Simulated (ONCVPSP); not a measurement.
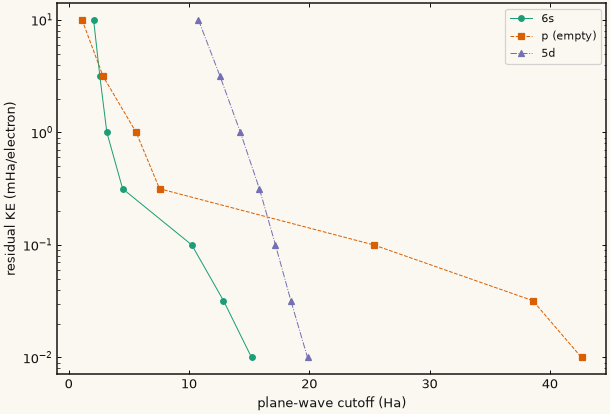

Residual kinetic energy of the pseudo-waves (the first of each channel, and further valence shells) beyond the plane-wave cutoff, as the generator prints it.

Input of ONCVPSP 4.0.1:

```
# ATOM AND REFERENCE CONFIGURATION
# atsym  z   nc   nv     iexc    psfile
  W 74.00   12    2        4      upf
#
#   n    l    f
    1    0    2.00
    2    0    2.00
    2    1    6.00
    3    0    2.00
    3    1    6.00
    3    2   10.00
    4    0    2.00
    4    1    6.00
    4    2   10.00
    4    3   14.00
    5    0    2.00
    5    1    6.00
    5    2    4.00
    6    0    2.00
#
# PSEUDOPOTENTIAL AND OPTIMIZATION
# lmax
    2
#
#   l,   rc,      ep,       ncon, nbas, qcut
    0    2.55    0.00    3    6    2.60
    1    2.55    0.27    4    9    3.80
    2    1.55    0.00    3    7    6.50
#
# LOCAL POTENTIAL
# lloc, lpopt,  rc(5),   dvloc0
    2    5    1.55    0.00
#
# VANDERBILT-KLEINMAN-BYLANDER PROJECTORs
# l, nproj, debl
    0    2    2.30
    1    2    2.80
    2    0    3.10
#
# MODEL CORE CHARGE
# icmod, fcfact, rcfact
    1    0.60    0.00
#
# LOG DERIVATIVE ANALYSIS
# epsh1, epsh2, depsh
   -2.00    5.00    0.02
#
# OUTPUT GRID
# rlmax, drl
    6.00    0.01
#
# TEST CONFIGURATIONS
# ncnf
    4
# nvcnf
#   n    l    f
    2
    5    2    4.00
    6    0    1.00
#
    2
    5    2    4.00
    6    0    0.00
#
    2
    5    2    3.00
    6    0    0.00
#
    2
    5    2    4.50
    6    0    1.50
#
```

Run as:
```bash
oncvpsp.x < W.dat > W.out
```

Functional and relativity: PBE, scalar-relativistic.

In the p channel the program set the typed energies aside and used 0.050, 2.850 Ha.

At which cutoff does each wave reach 1 mHa per electron?

5d: 14 Ha; p (empty): 5.6 Ha; 6s: 3.2 Ha.

Which wave is the hardest at 1 mHa per electron, and which settings govern it?

5d, with rc = 1.55 bohr and qcut = 6.5 1/bohr. The optimisation minimises, but can't always remove, the kinetic energy above qcut²/2 = 21.1 Ha, and a larger rc would as a rule soften the wave at some cost in transferability.

Which cutoffs does the potential need for its occupied states?

14 Ha for 1 mHa and 17 Ha for 0.1 mHa per electron. The first is set by 5d.

The potential isn't sound: its ghost test gives GHOST(-) flagged for p at -5.2 eV; GHOST(+) flagged for s at 1.12 eV (flags above 300 eV left out).
